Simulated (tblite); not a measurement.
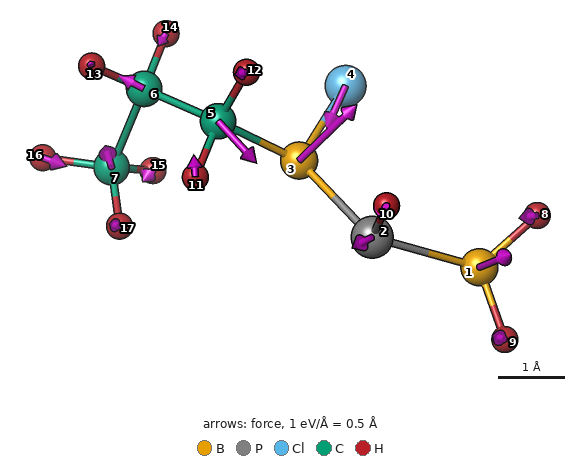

Starting geometry of C3H10B2ClP with the computed forces as purple arrows. Style: ball-and-stick. Shown from a free direction.

These are results of tblite, GFN2-xTB geometry optimisation, gas phase, not measurements. 

Q: What follows when this structure is relaxed?

A: It isn't relaxed: the largest force vector, on B3, is 2.74 eV/Å. The final displacements have little in common with the starting forces (cosine between the two patterns 0.29). The atom that moves furthest after the best rigid fit is H10 (1.41 Å). Largest moves by element: H 1.41 Å, P 0.55 Å, B 0.35 Å, C 0.16 Å, Cl 0.13 Å. Among the contacts that change: B1–P2 1.929 → 1.805 Å, B3–Cl4 1.844 → 1.721 Å, P2–B3 1.922 → 1.843 Å, P2–H10 1.433 → 1.375 Å. Bond angles that change, for instance: P2–B3–C5 113.1° → 122.8°, H8–B1–H9 113.0° → 121.4°, C6–C5–H12 115.2° → 107.7°. Groups turn about C6–C7 by about 25°. The energy falls by 44.6 kcal/mol in 109 geometry steps.
